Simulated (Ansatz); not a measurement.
# GeAs5: a trial structure relaxed, part 2 of 2

Aim: relax a trial structure of GeAs5 and see where it ends.

Ansatz 0.2.0; DFT PBE, scalar-relativistic, plane waves, PAW.

## Step 4: Another rough relaxation

The end of the coarse run is made exact in the group found at a tolerance of 0.06 Å and reduced to its primitive cell.

input.yaml reads:

```yaml
crystal:
  lattice:
    - [8.6493959348, 0.0, 0.0]
    - [-4.3246979674, 7.490596607, 0.0]
    - [0.0, 0.0, 2.6778944291]
  atoms:
    - { symbol: Ge, position: [0.0, 0.0, 0.0] }
    - { symbol: As, position: [0.5, 0.0, 0.0] }
    - { symbol: As, position: [0.0, 0.5, 0.0] }
    - { symbol: As, position: [0.5, 0.5, 0.0] }
    - { symbol: As, position: [0.3333333333, 0.6666666667, 0.0] }
    - { symbol: As, position: [0.6666666667, 0.3333333333, 0.0] }
basis:
  ecutwfc: 420
kpoints:
  mp_grid: { grid: [3, 3, 6] }
hamiltonian:
  xc: pbe
scf:
  occupations: { method: gaussian, width: 0.1 }
  lower_state_search: "off"
output:
  forces: true
  stress: true
  eigenvalues: true
relax:
  adjacent_minimum: "off"
  f_tol: 0.04
  max_steps: 70
  cell: { stress_tol: 0.4 }
```

Launch:

```sh
$ ansatz run input.yaml --threads 1 --pin off --max-ram 2560MiB --backend cpu --events-out ev --progress --plain --runs-dir out
```

Log (excerpt; [...] marks lines left out):

```text
[...]
relax step   5: F+E_penalty+E_count = -28572.22851027 eV  Δ(F+E_penalty+E_count) = -1.188e-3 eV  max|allowed force component| = 3.180e-18 eV/Å  Δτ_max = 0.0000 Å  P = +0.102 GPa  Ω = 179.198 Å³  stress off target by 2.35e-1 GPa  SCF on the basis re-selected at this cell (its energy is not [...]
SCF converged after 7 iterations
Free energy (F): -28572.228510 eV
[...]
E sigma→0 (E₀):  -28572.209557 eV
Entropy (-TS):   -0.037907 eV (-6.318 meV/atom)
Fermi energy:    5.971289 eV
[...]
--- Forces (eV/Å), atoms counted from 1 ---
  atom   1  Ge     0.00000000     0.00000000     0.00000000
  atom   2  As     0.00000000     0.00000000     0.00000000
  atom   3  As     0.00000000     0.00000000     0.00000000
  atom   4  As     0.00000000     0.00000000     0.00000000
  atom   5  As     0.00000000     0.00000000     0.00000000
[...]
       -0.000000       0.034812       0.000000
        0.000000       0.000000       0.235185
  P = ⅓ Tr σ = 0.1016 GPa (1.016 kbar)
--- Band table (eV; the first three rows and the last of 12) ---
[...]
--- Relaxed structure (4 steps of the walk, 4 accepted, 1 SCFs on fresh bases) ---
  F+E_penalty+E_count = -28572.22851027 eV   max|allowed force component| = 3.180e-18 eV/Å   (the final SCF, on the basis selected at the relaxed cell)
  cell:  # Å, volume = 179.1984 Å³
    - [9.025696808625499, 0.0, 0.0]
    - [-4.5128484043127495, 7.816482723125816, 0.0]
    - [0.0, 0.0, 2.540048120287014]
  atoms:
    - { symbol: Ge, position: [-6.049845036843956e-35, 5.713622753202251e-35, 0.0] }
    - { symbol: As, position: [0.5, -7.999071854483151e-35, 0.0] }
    - { symbol: As, position: [-2.7755575615628914e-17, 0.49999999999999994, 0.0] }
    - { symbol: As, position: [0.5, 0.49999999999999994, 0.0] }
    - { symbol: As, position: [0.3333333333333333, 0.6666666666666667, 0.0] }
    - { symbol: As, position: [0.6666666666666667, 0.3333333333333333, 0.0] }
```

It took 39 s on 1 thread of Intel Xeon 6975P-C (Granite Rapids), shared host; peak memory 0.53 GiB.

## Step 5: Relaxation on the finer mesh

The end of the coarse run is made exact in the group found at a tolerance of 0.06 Å and reduced to its primitive cell.

input.yaml reads:

```yaml
crystal:
  lattice:
    - [9.0256968086, 0.0, 0.0]
    - [-4.5128484043, 7.8164827231, 0.0]
    - [0.0, 0.0, 2.5400481203]
  atoms:
    - { symbol: Ge, position: [0.0, 0.0, 0.0] }
    - { symbol: As, position: [0.5, 0.0, 0.0] }
    - { symbol: As, position: [0.0, 0.5, 0.0] }
    - { symbol: As, position: [0.5, 0.5, 0.0] }
    - { symbol: As, position: [0.3333333333, 0.6666666667, 0.0] }
    - { symbol: As, position: [0.6666666667, 0.3333333333, 0.0] }
basis:
  ecutwfc: 420
kpoints:
  mp_grid: { grid: [6, 6, 14] }
hamiltonian:
  xc: pbe
scf:
  occupations: { method: gaussian, width: 0.1 }
output:
  forces: true
  stress: true
  eigenvalues: true
relax:
  adjacent_minimum: "off"
  f_tol: 0.01
  max_steps: 80
  cell: { stress_tol: 0.05 }
```

Launch:

```sh
$ ansatz run input.yaml --threads 1 --pin off --max-ram 2560MiB --backend cpu --events-out ev --progress --plain --runs-dir out
```

Log (excerpt; [...] marks lines left out):

```text
Warning: RAYON_NUM_THREADS=1 ignored (pool sized by the plan → 1); use --threads N
[...]
[... 4 set-up lines as earlier in the session ...]
[...]
Crystal: 6 atoms, lattice volume = 179.198 Å³
Basis set: ecut = 420 eV, 3501 PW (Γ), exchange–correlation on 128×128×36 points (8 copies of the dense FFT grid, shifted against one another)
Bands: 54, of which v1, the nominal top of the filled ones, is band 45 counted from 1 (44 counted from 0)
[... 1 set-up line as earlier in the session ...]
Space group: P6/mmm (ITA 191), of the structure as read, at distance tolerance 5.6e-5 Å
k-points: 56 of 504
[...]
--- Stress (GPa, compression-positive) ---
       -0.000483       0.000000       0.000000
        0.000000      -0.000483       0.000000
        0.000000       0.000000      -0.002202
  P = ⅓ Tr σ = -0.0011 GPa (-0.011 kbar)
--- Band table (eV; the first three rows and the last of 56) ---
[...]
--- Relaxed structure (3 steps of the walk, 3 accepted, 1 SCFs on fresh bases) ---
  F+E_penalty+E_count = -28572.22966833 eV   max|allowed force component| = 2.313e-18 eV/Å   (the final SCF, on the basis selected at the relaxed cell)
  cell:  # Å, volume = 182.9937 Å³
    - [9.117067104751278, 0.0, 0.0]
    - [-4.558533552375639, 7.895611720722049, 0.0]
    - [0.0, 0.0, 2.5421149745529243]
  atoms:
    - { symbol: Ge, position: [-3.064495531488252e-35, -6.758708514698474e-36, 0.0] }
    - { symbol: As, position: [0.5, -3.75578865563624e-35, 0.0] }
    - { symbol: As, position: [0.0, 0.5, 0.0] }
    - { symbol: As, position: [0.5, 0.5, 0.0] }
    - { symbol: As, position: [0.33333333333333337, 0.6666666666666669, 0.0] }
    - { symbol: As, position: [0.6666666666666667, 0.33333333333333337, 0.0] }
```

Wall time 86 s (1 thread of Intel Xeon 6975P-C (Granite Rapids), shared host); peak memory 0.75 GiB.

Relaxation path:

```
step  energy from step 1 (eV/cell)  largest force component (eV/Å)  pressure (GPa)  volume (Å³)
   1                        0.0000                          0.0000            0.73       179.20
   2                       -0.0106                          0.0000           -0.05       183.20
   3                       -0.0107                          0.0000            0.00       182.99
   4                       -0.0111                          0.0000            0.00       182.99
```

Step 1 is the start. Step 4 repeats the geometry before it on a plane-wave basis chosen anew for that cell, so its energy need not be comparable with the rows above.

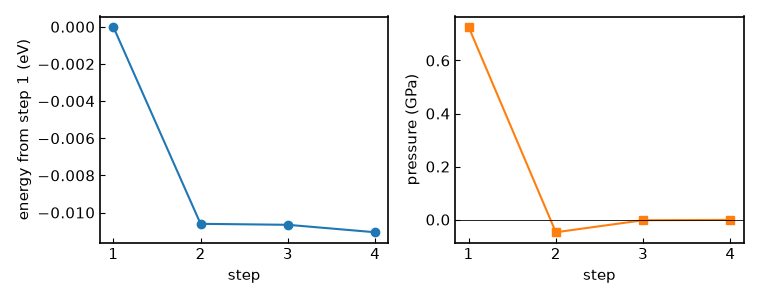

Energy and pressure along the relaxation.

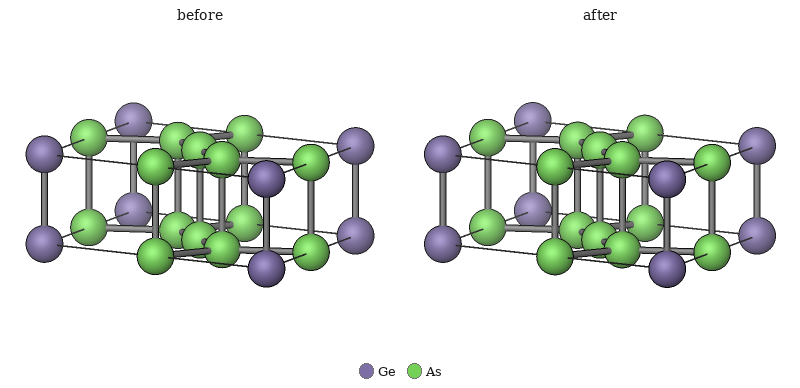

The structure before (left) and after (right) the relaxation, drawn at the same scale.

|  | before | after | change |
| --- | --- | --- | --- |
| a (Å) | 9.026 | 9.117 | +1.0 % |
| b (Å) | 9.026 | 9.117 | +1.0 % |
| c (Å) | 2.540 | 2.542 | +0.1 % |
| volume (Å³/atom) | 29.87 | 30.50 | +2.1 % |
| shortest distance (Å) | 2.540 | 2.542 | +0.1 % |
| space group (0.01 Å) | P6/mmm | P6/mmm | same |

Forces and stress were held to the start's 24 operations: a distortion of lower symmetry was not tested.

## Step 6: Summary of results

This closing draws on all 2 parts. Changes of volume or cell count from the first structure of part 1.

| quantity | value |
| --- | --- |
| symmetry at the end (tolerance 0.05 Å) | space group P6/mmm (No. 191) |
| conventional cell | a = 9.117 Å, b = 9.117 Å, c = 2.542 Å, α = 90.00°, β = 90.00°, γ = 120.00° |
| volume | 30.50 Å³/atom |
| energy over the elements | +0.57 eV/atom |
| gap on the mesh | none (metal) |

**Reading.** The space group P6/mmm (No. 191) is kept, and the volume per atom grows by 13.5 % from the first guess. With a positive formation energy it can't be a ground state. No finished test with a distortion of lower symmetry is shown, so the end may be a saddle point.
